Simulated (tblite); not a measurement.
**C4H9BrOSi: geometry relaxation**

- system: C4H9BrOSi
- method: GFN2-xTB geometry optimisation, gas phase (tblite 0.8.0)

It belongs to a series of runs on one base structure; here: H on C replaced by Br.

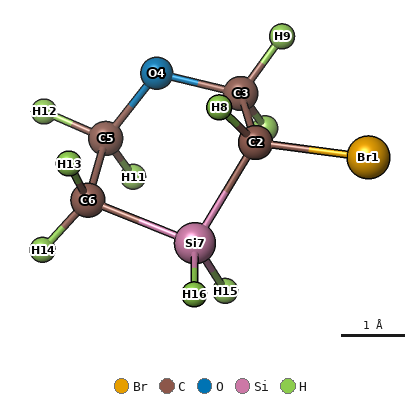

Fig. 1: The structure as given in the input (ball-and-stick view, seen at a tilt; atoms are numbered from 1 in the order of the input).

Results in brief

```tsv
quantity	value
outcome	converged
total energy	−626.5914 eV
hardware	1 CPU thread, shared host
wall time	1.2 s
peak memory	0.18 GiB
```

Input
```
{"job": {"kind": "relax", "xc": "GFN2-xTB", "basis": "xTB"}, "charge": 0, "multiplicity": 1}
Br    -2.830600     1.422300     0.827600
C     -1.180100     0.530600     0.737600
C     -1.218800    -0.895700     0.234000
O     -0.007900    -1.517600     0.449300
C      0.994000    -1.151400    -0.410100
C      1.571500     0.222800    -0.098500
Si     0.108800     1.382100    -0.335200
H     -0.694400     0.475600     1.764000
H     -2.061400    -1.395000     0.780500
H     -1.529200    -0.943300    -0.842500
H      0.654800    -1.111600    -1.483700
H      1.827100    -1.868300    -0.281400
H      1.793500     0.281400     1.009200
H      2.433900     0.488300    -0.730200
H     -0.260200     1.350700    -1.749700
H      0.391500     2.738000     0.117700
```

The first line tells a small driver script what to run in tblite; the rest is the geometry in Å.

Command:
```bash
OMP_NUM_THREADS=1 python <driver script> task.json out
```

Log
```
step      E/eV     max force
  0    -626.08888    2.143
  1    -626.31367    0.857
  2    -626.38841    0.488
  3    -626.44202    0.505
  4    -626.47364    0.423
  5    -626.49081    0.294
  6    -626.50082    0.191
  7    -626.50651    0.227
  8    -626.51146    0.255
  9    -626.51773    0.252
 10    -626.52508    0.194
 11    -626.53141    0.173
 12    -626.53545    0.133
 13    -626.53827    0.124
 14    -626.54112    0.148
 15    -626.54405    0.124
 16    -626.54665    0.132
 17    -626.54890    0.126
 18    -626.55115    0.125
 19    -626.55361    0.120
 20    -626.55617    0.132
 21    -626.55882    0.134
 22    -626.56188    0.177
 23    -626.56578    0.208
 24    -626.57019    0.205
 25    -626.57373    0.152
 26    -626.57594    0.130
 27    -626.57771    0.142
 28    -626.57970    0.139
 29    -626.58180    0.105
 30    -626.58350    0.101
 31    -626.58465    0.075
 32    -626.58560    0.077
 33    -626.58669    0.087
 34    -626.58779    0.078
 35    -626.58861    0.063
 36    -626.58914    0.064
 37    -626.58960    0.048
 38    -626.59003    0.041
 39    -626.59036    0.034
 40    -626.59056    0.040
 41    -626.59073    0.037
 42    -626.59091    0.036
 43    -626.59108    0.027
 44    -626.59118    0.022
 45    -626.59123    0.022
 46    -626.59128    0.018
 47    -626.59133    0.015
 48    -626.59137    0.011
 49    -626.59139    0.011
 50    -626.59140    0.009
```

Trajectory as extended XYZ (Å, eV, eV/Å), 14 of the 51 frames kept, from step=0 to step=50
```
16
Properties=species:S:1:pos:R:3:forces:R:3 step=0 energy=-626.08888
Br   -2.8306    1.4223    0.8276   -0.8680   0.2650   0.0710
C    -1.1801    0.5306    0.7376    1.9550  -0.1340   0.8670
C    -1.2188   -0.8957    0.2340   -2.0220  -0.0850  -0.1730
O    -0.0079   -1.5176    0.4493   -0.5390  -1.0090   0.6470
C     0.9940   -1.1514   -0.4101    1.5450   0.2450  -1.0800
C     1.5715    0.2228   -0.0985   -0.1350   0.7760   0.9800
Si    0.1088    1.3821   -0.3352    0.4100   1.1210  -0.6130
H    -0.6944    0.4756    1.7640   -0.9720   0.1110  -0.6780
H    -2.0614   -1.3950    0.7805    0.8610  -0.3220  -0.1390
H    -1.5292   -0.9433   -0.8425    0.3000   0.1260   0.3630
H     0.6548   -1.1116   -1.4837    0.1760  -0.4850   0.6230
H     1.8271   -1.8683   -0.2814   -0.5640  -0.1860  -0.2100
H     1.7935    0.2814    1.0092    0.4290  -0.2540  -1.2100
H     2.4339    0.4883   -0.7302   -0.2900  -0.3370   0.5640
H    -0.2602    1.3507   -1.7497   -0.2090   0.0680  -0.0730
H     0.3915    2.7380    0.1177   -0.0770   0.0990   0.0630
16
Properties=species:S:1:pos:R:3:forces:R:3 step=4 energy=-626.47364
Br   -2.8680    1.4309    0.8318    0.1810  -0.1230  -0.0690
C    -1.1093    0.5337    0.7367   -0.4050   0.1220  -0.0050
C    -1.2572   -0.8943    0.2360    0.2970  -0.0870  -0.0050
O    -0.0317   -1.5668    0.4360    0.0610  -0.0260  -0.1060
C     1.0241   -1.1384   -0.4129   -0.2680  -0.2550   0.0790
C     1.5518    0.2555   -0.0815    0.0260  -0.2300  -0.0290
Si    0.1324    1.4541   -0.3746   -0.0890   0.0410   0.0890
H    -0.7529    0.4814    1.7665   -0.1150   0.0950   0.0510
H    -2.0260   -1.4414    0.7926    0.1650  -0.0480   0.0480
H    -1.5202   -0.9267   -0.8310   -0.1080   0.1020  -0.0260
H     0.6713   -1.1524   -1.4529    0.0440  -0.0970  -0.1010
H     1.8026   -1.8970   -0.2977   -0.0270  -0.0020   0.0570
H     1.8470    0.2629    0.9613    0.1930   0.0270   0.1650
H     2.4240    0.4673   -0.6852    0.1760  -0.0180  -0.0870
H    -0.2846    1.3604   -1.7678   -0.1340   0.1330  -0.1260
H     0.3891    2.7796    0.1313    0.0020   0.3660   0.0650
16
Properties=species:S:1:pos:R:3:forces:R:3 step=8 energy=-626.51146
Br   -2.8641    1.4183    0.8200   -0.1410  -0.0120  -0.1070
C    -1.1268    0.5418    0.7359    0.1490  -0.0360  -0.0180
C    -1.2440   -0.8969    0.2356   -0.0440   0.0420   0.0080
O    -0.0336   -1.5828    0.4267    0.0160   0.0630  -0.0470
C     1.0155   -1.1574   -0.4129    0.0960   0.0420  -0.0300
C     1.5537    0.2416   -0.0799   -0.0030   0.0420  -0.0250
Si    0.1319    1.4727   -0.3670    0.0750  -0.0210   0.0570
H    -0.7819    0.4983    1.7709   -0.0340   0.0640   0.0340
H    -1.9949   -1.4564    0.8008   -0.0020  -0.0120   0.0440
H    -1.5311   -0.9110   -0.8286   -0.0240   0.0100   0.0230
H     0.6791   -1.1748   -1.4612    0.0220  -0.0430  -0.0130
H     1.7969   -1.9086   -0.2908    0.0440  -0.0690   0.0510
H     1.8781    0.2601    0.9632   -0.0210  -0.0450  -0.0640
H     2.4339    0.4541   -0.6855   -0.0670  -0.0780  -0.0470
H    -0.3054    1.3855   -1.7749   -0.0030   0.1440   0.2100
H     0.3852    2.8244    0.1363   -0.0620  -0.0910  -0.0750
16
Properties=species:S:1:pos:R:3:forces:R:3 step=12 energy=-626.53545
Br   -2.8889    1.3973    0.7719    0.0100  -0.0220  -0.1230
C    -1.1243    0.5451    0.7389   -0.0780   0.0620   0.0500
C    -1.2388   -0.8910    0.2377    0.0380  -0.0140   0.0550
O    -0.0283   -1.5814    0.4115   -0.0080  -0.0400   0.0070
C     1.0291   -1.1709   -0.4242   -0.0570   0.0020   0.0660
C     1.5615    0.2293   -0.0875    0.0040  -0.0160  -0.0790
Si    0.1476    1.4764   -0.3380    0.0020  -0.0090  -0.0310
H    -0.8146    0.5325    1.7835   -0.0030  -0.0470   0.0740
H    -1.9659   -1.4647    0.8186   -0.0880   0.0380   0.0170
H    -1.5510   -0.8945   -0.8198    0.0240  -0.0290   0.0350
H     0.6960   -1.2045   -1.4761    0.1140   0.0010   0.0680
H     1.8031   -1.9300   -0.2681   -0.0210   0.0650  -0.0550
H     1.8974    0.2458    0.9521    0.0050  -0.0710  -0.0690
H     2.4303    0.4242   -0.7096    0.0380   0.0680  -0.0590
H    -0.3263    1.4528   -1.7244   -0.0190   0.0330  -0.0350
H     0.3656    2.8425    0.1219    0.0390  -0.0200   0.0770
16
Properties=species:S:1:pos:R:3:forces:R:3 step=15 energy=-626.54405
Br   -2.8983    1.3883    0.7365    0.0450  -0.0090  -0.0780
C    -1.1280    0.5517    0.7472    0.0400  -0.0890   0.0320
C    -1.2360   -0.8898    0.2469   -0.0810   0.0180   0.0160
O    -0.0283   -1.5852    0.4096   -0.0240  -0.0110   0.1190
C     1.0291   -1.1733   -0.4202    0.0400  -0.0250  -0.0750
C     1.5645    0.2260   -0.1007    0.0260   0.0160   0.0340
Si    0.1527    1.4761   -0.3325   -0.0860  -0.0010   0.0420
H    -0.8263    0.5366    1.7979   -0.0700   0.0050  -0.0350
H    -1.9709   -1.4607    0.8271    0.0190   0.0630  -0.0130
H    -1.5527   -0.8942   -0.8104    0.0270  -0.0030   0.0490
H     0.7168   -1.2138   -1.4725   -0.0490  -0.0080  -0.0970
H     1.8040   -1.9286   -0.2680    0.0420  -0.0040   0.0340
H     1.9036    0.2305    0.9364    0.0510   0.0190  -0.0080
H     2.4321    0.4242   -0.7263   -0.0220   0.0260  -0.0340
H    -0.3353    1.4797   -1.7112   -0.0280  -0.0030  -0.0910
H     0.3655    2.8412    0.1289    0.0680   0.0060   0.1040
16
Properties=species:S:1:pos:R:3:forces:R:3 step=19 energy=-626.55361
Br   -2.9003    1.3758    0.6741    0.0050   0.0320  -0.0250
C    -1.1281    0.5471    0.7571   -0.0390   0.0680  -0.0590
C    -1.2361   -0.8893    0.2610    0.0970  -0.0430  -0.0160
O    -0.0254   -1.5856    0.4207    0.0780   0.0370  -0.0800
C     1.0323   -1.1813   -0.4263   -0.0220   0.0300   0.0360
C     1.5676    0.2238   -0.1138   -0.0490  -0.0070  -0.0260
Si    0.1460    1.4782   -0.3214    0.0760   0.0010  -0.0340
H    -0.8581    0.5443    1.8138   -0.0330   0.0150   0.0130
H    -1.9758   -1.4484    0.8404    0.0050  -0.0570   0.0380
H    -1.5512   -0.8932   -0.7930   -0.0040  -0.0170  -0.0520
H     0.7278   -1.2305   -1.4846   -0.0850  -0.0310   0.0790
H     1.8130   -1.9299   -0.2591   -0.0320   0.0100  -0.0010
H     1.9265    0.2186    0.9171    0.0190   0.0670  -0.0190
H     2.4258    0.4283   -0.7533   -0.0740   0.0060  -0.0070
H    -0.3516    1.5132   -1.7062    0.0240  -0.0270   0.0860
H     0.3802    2.8379    0.1620    0.0320  -0.0850   0.0660
16
Properties=species:S:1:pos:R:3:forces:R:3 step=23 energy=-626.56578
Br   -2.9001    1.3732    0.5856   -0.0400   0.0360  -0.0010
C    -1.1338    0.5505    0.7557   -0.0310  -0.0380   0.0170
C    -1.2234   -0.8954    0.2729   -0.1150   0.0700  -0.0190
O    -0.0079   -1.5794    0.4291   -0.1370  -0.0650   0.1420
C     1.0354   -1.1835   -0.4299   -0.0170  -0.0320   0.0420
C     1.5630    0.2229   -0.1331    0.0910   0.0060  -0.0120
Si    0.1522    1.4785   -0.3100   -0.0470  -0.0140   0.1060
H    -0.9114    0.5597    1.8264    0.0010   0.0440  -0.1040
H    -1.9698   -1.4459    0.8622    0.1650  -0.0450  -0.0690
H    -1.5456   -0.9017   -0.7821    0.0300  -0.0620   0.0160
H     0.7095   -1.2584   -1.4802    0.0110   0.0310   0.0470
H     1.8178   -1.9271   -0.2496    0.0010   0.0070  -0.0720
H     1.9598    0.2289    0.8847   -0.0330   0.0260  -0.0290
H     2.3952    0.4386   -0.7954    0.0750   0.0010  -0.1030
H    -0.3641    1.5427   -1.6807    0.0150   0.0030  -0.0040
H     0.4157    2.8052    0.2328    0.0310   0.0310   0.0410
16
Properties=species:S:1:pos:R:3:forces:R:3 step=27 energy=-626.57771
Br   -2.9095    1.3767    0.4900   -0.0290   0.0070   0.0320
C    -1.1523    0.5531    0.7510   -0.0480   0.0060  -0.0420
C    -1.2203   -0.8948    0.2825    0.0190  -0.0680   0.0220
O    -0.0042   -1.5751    0.4552    0.0890   0.1060   0.0180
C     1.0330   -1.1912   -0.4212    0.0170   0.0250   0.0070
C     1.5703    0.2213   -0.1604   -0.0220   0.0070  -0.0160
Si    0.1556    1.4792   -0.2800    0.0150   0.0310  -0.0230
H    -0.9699    0.5876    1.8247   -0.0030   0.0060   0.0070
H    -1.9392   -1.4598    0.8784   -0.1260  -0.0620   0.0190
H    -1.5366   -0.9222   -0.7720    0.0090  -0.0390  -0.0170
H     0.6906   -1.2835   -1.4636   -0.0010   0.0480   0.0070
H     1.8226   -1.9275   -0.2514   -0.0060  -0.0450  -0.0060
H     1.9939    0.2452    0.8447    0.0550  -0.0160  -0.0210
H     2.3743    0.4434   -0.8598    0.0000  -0.0730   0.0030
H    -0.3731    1.5801   -1.6447    0.0360   0.0360   0.0030
H     0.4573    2.7764    0.3152   -0.0040   0.0310   0.0070
16
Properties=species:S:1:pos:R:3:forces:R:3 step=31 energy=-626.58465
Br   -2.9236    1.3818    0.4499    0.0000  -0.0340   0.0250
C    -1.1720    0.5519    0.7409    0.0060   0.0070   0.0020
C    -1.2229   -0.9061    0.2919    0.0130   0.0270   0.0040
O     0.0108   -1.5515    0.4840   -0.0200  -0.0370   0.0120
C     1.0358   -1.1893   -0.4151   -0.0290   0.0170  -0.0050
C     1.5758    0.2236   -0.1771    0.0320  -0.0110   0.0230
Si    0.1582    1.4852   -0.2649    0.0270  -0.0340  -0.0040
H    -1.0015    0.6038    1.8171   -0.0310  -0.0260  -0.0180
H    -1.9453   -1.4805    0.8846    0.0290   0.0510  -0.0400
H    -1.5260   -0.9485   -0.7675    0.0190  -0.0490   0.0340
H     0.6784   -1.2819   -1.4519   -0.0380  -0.0010   0.0030
H     1.8223   -1.9357   -0.2569   -0.0530   0.0510   0.0160
H     2.0241    0.2516    0.8169    0.0580   0.0000  -0.0070
H     2.3656    0.4292   -0.8970   -0.0060   0.0070   0.0000
H    -0.3664    1.6084   -1.6279    0.0300   0.0560  -0.0230
H     0.4791    2.7668    0.3616   -0.0380  -0.0250  -0.0220
16
Properties=species:S:1:pos:R:3:forces:R:3 step=35 energy=-626.58861
Br   -2.9337    1.3738    0.4195    0.0030  -0.0290  -0.0050
C    -1.1824    0.5535    0.7337    0.0300  -0.0200  -0.0080
C    -1.2191   -0.9085    0.2998   -0.0270  -0.0050  -0.0240
O     0.0176   -1.5423    0.5033   -0.0310   0.0090  -0.0010
C     1.0305   -1.1855   -0.4109    0.0010  -0.0240   0.0290
C     1.5849    0.2226   -0.1855   -0.0120   0.0150  -0.0050
Si    0.1660    1.4825   -0.2555   -0.0350   0.0200  -0.0040
H    -1.0345    0.6100    1.8122    0.0160  -0.0090   0.0040
H    -1.9442   -1.4815    0.8858   -0.0050   0.0130   0.0610
H    -1.5150   -0.9758   -0.7580    0.0070   0.0210  -0.0520
H     0.6607   -1.2840   -1.4433   -0.0310   0.0130   0.0260
H     1.8127   -1.9317   -0.2546    0.0430  -0.0380  -0.0030
H     2.0627    0.2539    0.7944    0.0150  -0.0120  -0.0010
H     2.3564    0.4217   -0.9262    0.0020   0.0180  -0.0180
H    -0.3552    1.6473   -1.6171    0.0430   0.0170   0.0000
H     0.4850    2.7530    0.3908   -0.0200   0.0080   0.0000
16
Properties=species:S:1:pos:R:3:forces:R:3 step=38 energy=-626.59003
Br   -2.9365    1.3672    0.4151    0.0000  -0.0120  -0.0130
C    -1.1824    0.5515    0.7305   -0.0400   0.0100  -0.0030
C    -1.2217   -0.9097    0.2989    0.0210  -0.0230   0.0010
O     0.0155   -1.5398    0.5094    0.0330  -0.0160  -0.0050
C     1.0288   -1.1865   -0.4062    0.0160   0.0060  -0.0030
C     1.5871    0.2236   -0.1870   -0.0050  -0.0240  -0.0030
Si    0.1652    1.4837   -0.2539    0.0370  -0.0040   0.0070
H    -1.0399    0.6090    1.8099    0.0340  -0.0120  -0.0030
H    -1.9447   -1.4791    0.8918   -0.0120   0.0120   0.0090
H    -1.5107   -0.9820   -0.7614   -0.0180   0.0220  -0.0040
H     0.6514   -1.2814   -1.4368   -0.0010  -0.0060   0.0310
H     1.8130   -1.9344   -0.2547   -0.0180   0.0020  -0.0040
H     2.0760    0.2528    0.7883   -0.0170   0.0090  -0.0170
H     2.3544    0.4211   -0.9346   -0.0380   0.0050   0.0060
H    -0.3444    1.6610   -1.6169    0.0220   0.0050  -0.0170
H     0.4814    2.7518    0.3962   -0.0140   0.0250   0.0170
16
Properties=species:S:1:pos:R:3:forces:R:3 step=42 energy=-626.59091
Br   -2.9394    1.3602    0.4011    0.0000  -0.0070  -0.0020
C    -1.1860    0.5513    0.7274    0.0350  -0.0010  -0.0060
C    -1.2199   -0.9123    0.3003   -0.0040   0.0160   0.0100
O     0.0183   -1.5398    0.5149   -0.0180   0.0050   0.0060
C     1.0291   -1.1876   -0.4033   -0.0160  -0.0100   0.0030
C     1.5874    0.2218   -0.1902   -0.0130   0.0150   0.0030
Si    0.1688    1.4847   -0.2495   -0.0230   0.0200   0.0000
H    -1.0429    0.6083    1.8072    0.0060   0.0070  -0.0090
H    -1.9446   -1.4758    0.8972    0.0020  -0.0120  -0.0130
H    -1.5102   -0.9843   -0.7605    0.0010  -0.0080   0.0220
H     0.6438   -1.2836   -1.4293    0.0080  -0.0100  -0.0250
H     1.8118   -1.9363   -0.2547    0.0090  -0.0090  -0.0020
H     2.0852    0.2544    0.7794   -0.0010   0.0020   0.0120
H     2.3449    0.4222   -0.9454   -0.0020  -0.0040  -0.0130
H    -0.3332    1.6744   -1.6152    0.0250  -0.0040   0.0090
H     0.4793    2.7514    0.4091   -0.0090  -0.0010   0.0080
16
Properties=species:S:1:pos:R:3:forces:R:3 step=46 energy=-626.59128
Br   -2.9403    1.3558    0.3972    0.0060   0.0000   0.0050
C    -1.1842    0.5515    0.7256   -0.0120   0.0010   0.0080
C    -1.2196   -0.9121    0.3021   -0.0030  -0.0060  -0.0030
O     0.0177   -1.5401    0.5173    0.0040  -0.0050  -0.0080
C     1.0276   -1.1889   -0.4023    0.0030   0.0060  -0.0070
C     1.5856    0.2222   -0.1907    0.0020  -0.0060  -0.0030
Si    0.1688    1.4881   -0.2479    0.0100  -0.0060   0.0000
H    -1.0410    0.6091    1.8049    0.0010   0.0160   0.0080
H    -1.9449   -1.4762    0.8975    0.0000   0.0000   0.0070
H    -1.5106   -0.9859   -0.7575    0.0020  -0.0070  -0.0090
H     0.6429   -1.2859   -1.4292    0.0040  -0.0040   0.0010
H     1.8113   -1.9379   -0.2551   -0.0060   0.0120   0.0050
H     2.0875    0.2554    0.7773   -0.0080   0.0000  -0.0060
H     2.3400    0.4213   -0.9500   -0.0030  -0.0040   0.0030
H    -0.3239    1.6790   -1.6153    0.0060   0.0020  -0.0100
H     0.4754    2.7535    0.4147   -0.0050   0.0010   0.0090
16
Properties=species:S:1:pos:R:3:forces:R:3 step=50 energy=-626.59140
Br   -2.9398    1.3543    0.3946   -0.0050   0.0060   0.0040
C    -1.1845    0.5516    0.7260    0.0030  -0.0020  -0.0050
C    -1.2197   -0.9127    0.3028    0.0020   0.0000   0.0020
O     0.0178   -1.5406    0.5171    0.0000  -0.0020   0.0000
C     1.0270   -1.1888   -0.4029    0.0000  -0.0030   0.0010
C     1.5850    0.2219   -0.1921   -0.0020   0.0020  -0.0030
Si    0.1695    1.4886   -0.2470   -0.0070   0.0000  -0.0020
H    -1.0416    0.6128    1.8056   -0.0030   0.0000  -0.0060
H    -1.9448   -1.4765    0.8991    0.0030   0.0010   0.0020
H    -1.5103   -0.9882   -0.7572   -0.0030   0.0040   0.0050
H     0.6430   -1.2881   -1.4297    0.0000   0.0010  -0.0010
H     1.8110   -1.9365   -0.2541    0.0060  -0.0010   0.0030
H     2.0876    0.2556    0.7752   -0.0010  -0.0030  -0.0010
H     2.3379    0.4205   -0.9526    0.0070   0.0000   0.0000
H    -0.3193    1.6820   -1.6159    0.0030   0.0020  -0.0010
H     0.4737    2.7529    0.4197   -0.0030  -0.0050   0.0030
```

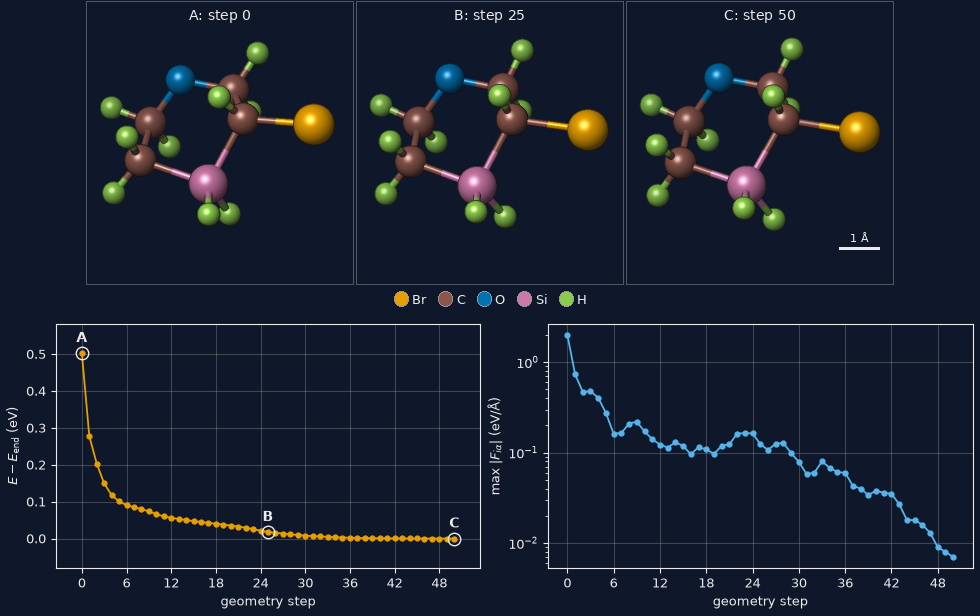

Fig. 2: Frames of the relaxation (ball-and-stick view, seen at a tilt) above the curves, on which the letters mark them (steps are counted from 0).

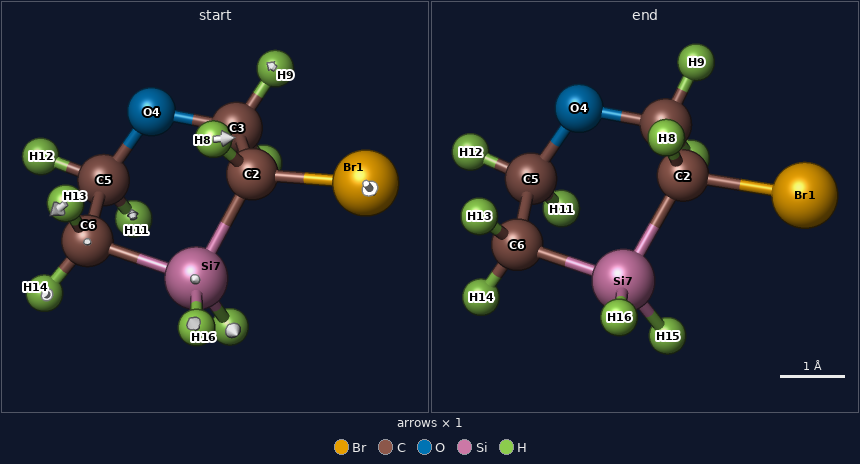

Fig. 3: Before (left) and after (right) the relaxation, at one scale (ball-and-stick view, seen at a tilt). The white arrows give the displacements, at true length. The energy falls by 0.503 eV in 50 geometry steps. The largest force component goes from 2 to 0.007 eV/Å. Br1 moves most after the best rigid fit: 0.45 Å. Largest moves by element: Br 0.45 Å, H 0.38 Å, Si 0.15 Å, C 0.09 Å, O 0.07 Å. Among the contacts that change: Br1–C2 1.878 → 1.958 Å, C2–H8 1.137 → 1.091 Å, C6–H13 1.131 → 1.091 Å, O4–C5 1.370 → 1.410 Å. Among the angles that change: Si7–C2–H8 104.1° → 112.5°, Br1–C2–C3 116.2° → 109.0°, O4–C3–H9 112.5° → 105.7°. (Atoms are counted from 1 in the order of the input.)
